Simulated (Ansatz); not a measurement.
## Molecular dynamics, with input and output: CH2AlNSe (part 5 of 5)

CH2AlNSe; UKS PBE/def2-SVP (Ansatz 0.2.0). It belongs to a series of runs on one base structure; here: dynamics from the highest image of the converged band.

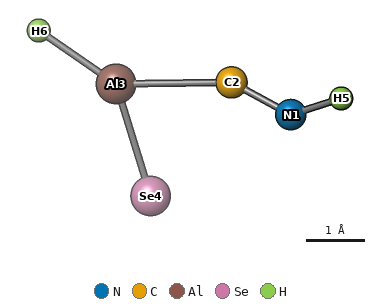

Fig. 1: The geometry at step 178 of the log (ball-and-stick view, seen at a tilt; atoms are numbered from 1 in the order of the input).

**Trajectory as extended XYZ, continued**
```
6
Properties=species:S:1:pos:R:3:forces:R:3 step=153 time_fs=76.5 energy=-74476.35007 temperature=1390.4
N     0.2225   -0.0416   -1.8049    0.4184   0.5193  -2.6080
C     0.1868    0.4140   -0.6895   -0.1268  -0.0275   0.0848
Al   -0.0391    0.4613    1.2238    1.0364   3.7664   1.1012
Se   -0.4468   -1.4850    0.7217   -1.0281  -3.8754   0.2569
H     0.4359    0.5080   -2.6720   -0.1081  -0.2932   0.6782
H     0.4607    1.8471    1.8233   -0.1919  -0.0896   0.4870
6
Properties=species:S:1:pos:R:3:forces:R:3 step=155 time_fs=77.5 energy=-74476.36908 temperature=1426.9
N     0.2253   -0.0416   -1.8168    0.3085   0.7237  -1.4079
C     0.1884    0.4295   -0.6966   -0.0852  -0.4181  -0.7922
Al   -0.0396    0.4540    1.2224    1.0688   3.9873   1.1920
Se   -0.4470   -1.4842    0.7248   -1.0620  -4.0729   0.1401
H     0.4320    0.4828   -2.6916   -0.0436  -0.1122   0.4736
H     0.4394    1.8198    1.8849   -0.1865  -0.1077   0.3943
6
Properties=species:S:1:pos:R:3:forces:R:3 step=157 time_fs=78.5 energy=-74476.37867 temperature=1445.3
N     0.2283   -0.0411   -1.8298    0.1619   0.8416  -0.0706
C     0.1900    0.4446   -0.7044   -0.0465  -0.8087  -1.5890
Al   -0.0396    0.4480    1.2215    1.0942   4.1678   1.2674
Se   -0.4474   -1.4838    0.7279   -1.0848  -4.2197   0.0322
H     0.4276    0.4566   -2.7069    0.0584   0.1557   0.0750
H     0.4163    1.7914    1.9504   -0.1832  -0.1367   0.2848
6
Properties=species:S:1:pos:R:3:forces:R:3 step=159 time_fs=79.5 energy=-74476.37700 temperature=1442.5
N     0.2314   -0.0400   -1.8427    0.0200   0.9167   1.1376
C     0.1915    0.4592   -0.7133   -0.0132  -1.1406  -2.1947
Al   -0.0393    0.4436    1.2211    1.1095   4.2950   1.3180
Se   -0.4480   -1.4840    0.7311   -1.0963  -4.3125  -0.0606
H     0.4239    0.4318   -2.7214    0.1598   0.4126  -0.3605
H     0.3915    1.7617    2.0185   -0.1798  -0.1712   0.1602
6
Properties=species:S:1:pos:R:3:forces:R:3 step=160 time_fs=80.0 energy=-74476.37515 temperature=1439.1
N     0.2329   -0.0393   -1.8490   -0.0330   0.9626   1.5981
C     0.1923    0.4661   -0.7185    0.0008  -1.2707  -2.4034
Al   -0.0390    0.4419    1.2210    1.1123   4.3346   1.3316
Se   -0.4483   -1.4843    0.7326   -1.0977  -4.3378  -0.0997
H     0.4225    0.4208   -2.7297    0.1948   0.4994  -0.5200
H     0.3784    1.7462    2.0533   -0.1773  -0.1881   0.0934
6
Properties=species:S:1:pos:R:3:forces:R:3 step=162 time_fs=81.0 energy=-74476.37887 temperature=1446.6
N     0.2360   -0.0372   -1.8606   -0.0775   1.1085   2.0793
C     0.1938    0.4792   -0.7302    0.0226  -1.4419  -2.6097
Al   -0.0381    0.4398    1.2212    1.1056   4.3585   1.3323
Se   -0.4490   -1.4853    0.7358   -1.0917  -4.3450  -0.1615
H     0.4212    0.4024   -2.7503    0.2096   0.5365  -0.5948
H     0.3510    1.7139    2.1232   -0.1686  -0.2166  -0.0456
6
Properties=species:S:1:pos:R:3:forces:R:3 step=164 time_fs=82.0 energy=-74476.39663 temperature=1480.6
N     0.2390   -0.0344   -1.8708   -0.0378   1.3107   1.9332
C     0.1953    0.4911   -0.7440    0.0351  -1.4855  -2.5301
Al   -0.0368    0.4393    1.2220    1.0801   4.3014   1.2962
Se   -0.4498   -1.4868    0.7389   -1.0735  -4.2929  -0.2003
H     0.4219    0.3890   -2.7763    0.1499   0.3980  -0.3132
H     0.3220    1.6796    2.1928   -0.1537  -0.2318  -0.1859
6
Properties=species:S:1:pos:R:3:forces:R:3 step=166 time_fs=83.0 energy=-74476.42075 temperature=1527.0
N     0.2420   -0.0307   -1.8797    0.0520   1.4805   1.3226
C     0.1969    0.5018   -0.7599    0.0372  -1.4044  -2.1830
Al   -0.0351    0.4402    1.2232    1.0337   4.1589   1.2242
Se   -0.4508   -1.4888    0.7420   -1.0426  -4.1811  -0.2170
H     0.4240    0.3794   -2.8053    0.0509   0.1740   0.1731
H     0.2915    1.6430    2.2605   -0.1313  -0.2278  -0.3199
6
Properties=species:S:1:pos:R:3:forces:R:3 step=167 time_fs=83.5 energy=-74476.43208 temperature=1548.8
N     0.2436   -0.0284   -1.8838    0.1010   1.5220   0.9265
C     0.1977    0.5067   -0.7685    0.0342  -1.3214  -1.9203
Al   -0.0341    0.4413    1.2239    1.0026   4.0555   1.1758
Se   -0.4514   -1.4900    0.7435   -1.0224  -4.1033  -0.2178
H     0.4253    0.3754   -2.8194    0.0018   0.0646   0.4182
H     0.2758    1.6239    2.2933   -0.1172  -0.2175  -0.3823
6
Properties=species:S:1:pos:R:3:forces:R:3 step=169 time_fs=84.5 energy=-74476.45160 temperature=1586.7
N     0.2466   -0.0232   -1.8916    0.1840   1.4821   0.1028
C     0.1993    0.5158   -0.7867    0.0202  -1.0832  -1.2479
Al   -0.0319    0.4444    1.2258    0.9247   3.7872   1.0573
Se   -0.4526   -1.4928    0.7465   -0.9724  -3.9058  -0.2066
H     0.4278    0.3676   -2.8442   -0.0727  -0.1010   0.7878
H     0.2435    1.5842    2.3561   -0.0837  -0.1793  -0.4934
6
Properties=species:S:1:pos:R:3:forces:R:3 step=171 time_fs=85.5 energy=-74476.46864 temperature=1619.6
N     0.2499   -0.0169   -1.8992    0.2307   1.2731  -0.6211
C     0.2009    0.5241   -0.8060   -0.0036  -0.7721  -0.4315
Al   -0.0293    0.4490    1.2280    0.8277   3.4437   0.9145
Se   -0.4538   -1.4961    0.7496   -0.9106  -3.6574  -0.1814
H     0.4296    0.3588   -2.8616   -0.1001  -0.1694   0.9013
H     0.2105    1.5428    2.4141   -0.0442  -0.1179  -0.5819
6
Properties=species:S:1:pos:R:3:forces:R:3 step=172 time_fs=86.0 energy=-74476.47625 temperature=1634.2
N     0.2515   -0.0134   -1.9032    0.2373   1.1128  -0.9065
C     0.2018    0.5279   -0.8158   -0.0185  -0.5998   0.0073
Al   -0.0279    0.4517    1.2292    0.7732   3.2474   0.8357
Se   -0.4545   -1.4979    0.7511   -0.8756  -3.5164  -0.1650
H     0.4301    0.3539   -2.8670   -0.0936  -0.1649   0.8448
H     0.1938    1.5216    2.4410   -0.0227  -0.0791  -0.6163
6
Properties=species:S:1:pos:R:3:forces:R:3 step=174 time_fs=87.0 energy=-74476.48594 temperature=1652.7
N     0.2550   -0.0059   -1.9116    0.2152   0.7117  -1.2705
C     0.2034    0.5353   -0.8354   -0.0519  -0.2464   0.8902
Al   -0.0250    0.4580    1.2319    0.6545   2.8148   0.6656
Se   -0.4560   -1.5018    0.7541   -0.7986  -3.2069  -0.1271
H     0.4306    0.3428   -2.8723   -0.0412  -0.0857   0.5051
H     0.1603    1.4788    2.4905    0.0221   0.0126  -0.6633
6
Properties=species:S:1:pos:R:3:forces:R:3 step=176 time_fs=88.0 energy=-74476.48074 temperature=1642.5
N     0.2586    0.0020   -1.9210    0.1524   0.2635  -1.3397
C     0.2049    0.5426   -0.8542   -0.0859   0.0830   1.6998
Al   -0.0217    0.4653    1.2348    0.5275   2.3433   0.4816
Se   -0.4576   -1.5062    0.7570   -0.7138  -2.8695  -0.0861
H     0.4307    0.3310   -2.8728    0.0524   0.0607  -0.0752
H     0.1270    1.4361    2.5336    0.0674   0.1191  -0.6804
6
Properties=species:S:1:pos:R:3:forces:R:3 step=178 time_fs=89.0 energy=-74476.45821 temperature=1599.4
N     0.2623    0.0102   -1.9312    0.0749  -0.1314  -1.2094
C     0.2064    0.5498   -0.8717   -0.1143   0.3487   2.3435
Al   -0.0183    0.4735    1.2379    0.3977   1.8507   0.2860
Se   -0.4592   -1.5108    0.7600   -0.6237  -2.5155  -0.0453
H     0.4314    0.3198   -2.8741    0.1545   0.2124  -0.7069
H     0.0943    1.3946    2.5703    0.1109   0.2351  -0.6679
6
Properties=species:S:1:pos:R:3:forces:R:3 step=179 time_fs=89.5 energy=-74476.44393 temperature=1572.1
N     0.2642    0.0143   -1.9366    0.0447  -0.2722  -1.1389
C     0.2072    0.5536   -0.8797   -0.1245   0.4475   2.5791
Al   -0.0165    0.4778    1.2394    0.3333   1.6019   0.1845
Se   -0.4600   -1.5133    0.7615   -0.5774  -2.3357  -0.0255
H     0.4322    0.3149   -2.8769    0.1927   0.2636  -0.9479
H     0.0783    1.3746    2.5862    0.1313   0.2948  -0.6514
6
Properties=species:S:1:pos:R:3:forces:R:3 step=181 time_fs=90.5 energy=-74476.42070 temperature=1527.4
N     0.2679    0.0222   -1.9480    0.0279  -0.3844  -1.1302
C     0.2085    0.5613   -0.8942   -0.1337   0.5622   2.8443
Al   -0.0129    0.4869    1.2427    0.2084   1.1089  -0.0238
Se   -0.4618   -1.5184    0.7644   -0.4839  -1.9761   0.0119
H     0.4352    0.3069   -2.8897    0.2132   0.2752  -1.1018
H     0.0474    1.3368    2.6133    0.1680   0.4142  -0.6004
6
Properties=species:S:1:pos:R:3:forces:R:3 step=183 time_fs=91.5 energy=-74476.40977 temperature=1505.9
N     0.2717    0.0300   -1.9603    0.0744  -0.2619  -1.3258
C     0.2098    0.5695   -0.9065   -0.1250   0.5517   2.8116
Al   -0.0093    0.4964    1.2459    0.0916   0.6334  -0.2353
Se   -0.4636   -1.5237    0.7674   -0.3907  -1.6229   0.0459
H     0.4403    0.3016   -2.9127    0.1513   0.1710  -0.7652
H     0.0181    1.3031    2.6348    0.1984   0.5287  -0.5311
6
Properties=species:S:1:pos:R:3:forces:R:3 step=184 time_fs=92.0 energy=-74476.40599 temperature=1498.4
N     0.2736    0.0337   -1.9667    0.1112  -0.1310  -1.4430
C     0.2104    0.5738   -0.9118   -0.1137   0.4965   2.6824
Al   -0.0074    0.5012    1.2474    0.0371   0.4059  -0.3403
Se   -0.4645   -1.5265    0.7689   -0.3447  -1.4506   0.0613
H     0.4434    0.2996   -2.9272    0.0992   0.0968  -0.4684
H     0.0041    1.2880    2.6436    0.2110   0.5823  -0.4921
6
Properties=species:S:1:pos:R:3:forces:R:3 step=186 time_fs=93.0 energy=-74476.39315 temperature=1473.4
N     0.2775    0.0413   -1.9804    0.1782   0.2115  -1.5348
C     0.2115    0.5826   -0.9207   -0.0777   0.2902   2.2183
Al   -0.0037    0.5110    1.2505   -0.0636  -0.0234  -0.5436
Se   -0.4664   -1.5321    0.7718   -0.2547  -1.1167   0.0893
H     0.4502    0.2961   -2.9588   -0.0130  -0.0409   0.1823
H    -0.0223    1.2622    2.6577    0.2309   0.6793  -0.4114
6
Properties=species:S:1:pos:R:3:forces:R:3 step=188 time_fs=94.0 energy=-74476.37052 temperature=1429.9
N     0.2815    0.0489   -1.9951    0.2028   0.5938  -1.2715
C     0.2125    0.5916   -0.9279   -0.0273  -0.0216   1.5383
Al    0.0000    0.5207    1.2533   -0.1531  -0.4136  -0.7306
Se   -0.4683   -1.5379    0.7748   -0.1683  -0.7994   0.1138
H     0.4569    0.2923   -2.9888   -0.0984  -0.1181   0.6858
H    -0.0465    1.2429    2.6679    0.2443   0.7590  -0.3358
6
Properties=species:S:1:pos:R:3:forces:R:3 step=190 time_fs=95.0 energy=-74476.34358 temperature=1378.0
N     0.2857    0.0570   -2.0106    0.1677   0.9563  -0.6070
C     0.2136    0.6006   -0.9339    0.0315  -0.3932   0.7417
Al    0.0037    0.5303    1.2559   -0.2325  -0.7617  -0.8925
Se   -0.4703   -1.5438    0.7778   -0.0861  -0.5005   0.1363
H     0.4627    0.2874   -3.0124   -0.1332  -0.1192   0.8964
H    -0.0683    1.2308    2.6748    0.2526   0.8182  -0.2749
6
Properties=species:S:1:pos:R:3:forces:R:3 step=191 time_fs=95.5 energy=-74476.33030 temperature=1352.3
N     0.2878    0.0613   -2.0186    0.1281   1.1163  -0.1453
C     0.2141    0.6050   -0.9366    0.0619  -0.5838   0.3347
Al    0.0055    0.5351    1.2571   -0.2690  -0.9195  -0.9619
Se   -0.4712   -1.5467    0.7793   -0.0469  -0.3583   0.1475
H     0.4651    0.2845   -3.0210   -0.1293  -0.0942   0.8776
H    -0.0784    1.2277    2.6773    0.2553   0.8395  -0.2527
6
Properties=species:S:1:pos:R:3:forces:R:3 step=193 time_fs=96.5 energy=-74476.30429 temperature=1301.9
N     0.2921    0.0705   -2.0345    0.0120   1.3742   0.9551
C     0.2152    0.6134   -0.9420    0.1202  -0.9397  -0.4302
Al    0.0090    0.5442    1.2592   -0.3366  -1.2025  -1.0745
Se   -0.4732   -1.5527    0.7823    0.0273  -0.0896   0.1706
H     0.4691    0.2782   -3.0322   -0.0820  -0.0068   0.6070
H    -0.0966    1.2275    2.6804    0.2590   0.8645  -0.2279
6
Properties=species:S:1:pos:R:3:forces:R:3 step=195 time_fs=97.5 energy=-74476.27703 temperature=1249.2
N     0.2964    0.0805   -2.0498   -0.1328   1.5381   2.1305
C     0.2164    0.6211   -0.9476    0.1702  -1.2219  -1.0545
Al    0.0124    0.5529    1.2609   -0.3986  -1.4427  -1.1514
Se   -0.4751   -1.5586    0.7854    0.0955   0.1571   0.1962
H     0.4723    0.2718   -3.0378    0.0038   0.1032   0.1109
H    -0.1123    1.2356    2.6813    0.2620   0.8661  -0.2317
6
Properties=species:S:1:pos:R:3:forces:R:3 step=197 time_fs=98.5 energy=-74476.25141 temperature=1200.1
N     0.3006    0.0917   -2.0636   -0.2649   1.6170   3.1047
C     0.2177    0.6278   -0.9541    0.2068  -1.3925  -1.4677
Al    0.0156    0.5612    1.2622   -0.4565  -1.6419  -1.1941
Se   -0.4770   -1.5646    0.7884    0.1571   0.3810   0.2255
H     0.4755    0.2663   -3.0423    0.0922   0.1912  -0.4055
H    -0.1255    1.2519    2.6800    0.2654   0.8452  -0.2629
6
Properties=species:S:1:pos:R:3:forces:R:3 step=198 time_fs=99.0 energy=-74476.24299 temperature=1184.0
N     0.3026    0.0977   -2.0697   -0.3092   1.6315   3.4119
C     0.2184    0.6308   -0.9578    0.2187  -1.4279  -1.5790
Al    0.0172    0.5650    1.2627   -0.4843  -1.7271  -1.2040
Se   -0.4780   -1.5675    0.7900    0.1854   0.4843   0.2419
H     0.4774    0.2642   -3.0457    0.1219   0.2124  -0.5834
H    -0.1312    1.2631    2.6785    0.2675   0.8268  -0.2875
6
Properties=species:S:1:pos:R:3:forces:R:3 step=200 time_fs=100.0 energy=-74476.24304 temperature=1184.2
N     0.3065    0.1105   -2.0802   -0.3264   1.6178   3.5057
C     0.2200    0.6358   -0.9661    0.2278  -1.3911  -1.5908
Al    0.0202    0.5724    1.2634   -0.5375  -1.8706  -1.2048
Se   -0.4799   -1.5734    0.7931    0.2368   0.6736   0.2784
H     0.4821    0.2616   -3.0570    0.1268   0.1945  -0.6380
H    -0.1406    1.2915    2.6732    0.2725   0.7758  -0.3506
```

The run was set up as follows.

**Input**
```yaml
crystal:
  periodic: [false, false, false]
  atoms:
    - { symbol: "N", position_ang: [0.202626, -0.042353, -1.714897] }
    - { symbol: C, position_ang: [0.030611, -0.129479, -0.455756] }
    - { symbol: Al, position_ang: [0.11617, 1.017082, 1.241002] }
    - { symbol: Se, position_ang: [-0.463099, -1.570466, 0.650456] }
    - { symbol: H, position_ang: [0.476061, 0.916937, -1.988087] }
    - { symbol: H, position_ang: [-0.320269, -0.255721, 2.221081] }
magnetization:
  spin_polarized: true
basis:
  gaussian: { orbitals: def2-SVP }
hamiltonian:
  xc: pbe
md:
  timestep: 0.5
  n_steps: 200
  ensemble: nve
  temperature: 300.0
  initial_velocities: maxwell_boltzmann
  seed: 9379
```

Run as:
```bash
ansatz run input.yaml --threads 2 --pin off --max-ram 3072MiB --backend cpu --events-out ev --progress --plain --runs-dir out
```

**Results in brief**

| quantity | value |
| --- | --- |
| outcome | finished |
| mean temperature over the second half | 1560 K |
| trajectory | 200 steps, 100 fs |
| ensemble | nve |
| temperature in the input | 300.0 K |
| time step | 0.5 fs |
| potential energy (last step) | −74476.2431 eV |
| mean-field energy (last step) | −74476.2431 eV |
| largest force (length of the vector) (last step) | 3.875 eV/Å |
| hardware | 2 threads of Intel Xeon (Granite Rapids), 16 GiB of memory available, shared host |
| wall time | 4.2 min (CPU time 8.1 min) |
| peak memory | 0.2 GiB |

**Remarks**

So short a trajectory is not equilibrated.
